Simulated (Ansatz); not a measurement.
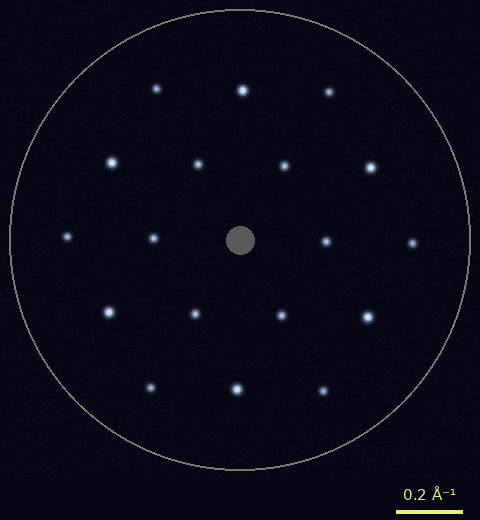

Simulated LEED pattern at 110 eV and normal incidence, from the upper face of a slab model. Spot positions follow from the surface net; brightness is a rough single-scattering estimate from the outer layers, good only for telling present from absent.

Q: Find the real-space surface cell from the pattern.

A: The spots form a hexagonal reciprocal net with shortest vectors 0.262 and 0.262 Å⁻¹ at 60.0°. The primitive real-space mesh has edges 4.41 and 4.41 Å at 60.0° (or its supplement) and area 16.9 Å².

The slab has composition TiAl4 (5 atoms a cell, 2.8 Å thick). Structure: the geometry relaxed with DFT PBE, scalar-relativistic, plane waves, PAW in Ansatz; the starting structure was generated, so it need not be a known form of this composition.

```xyz
5
Lattice="4.4112 0.0000 0.0000 -2.2056 3.8202 0.0000 0.0000 0.0000 32.6493" Properties=species:S:1:pos:R:3 pbc="T T T"
Ti    0.0000    0.0000    9.5000
Al    0.0000    2.5468    8.1152
Al    2.2056    1.2734    8.1152
Al    0.0000    2.5468   10.8848
Al    2.2056    1.2734   10.8848
```
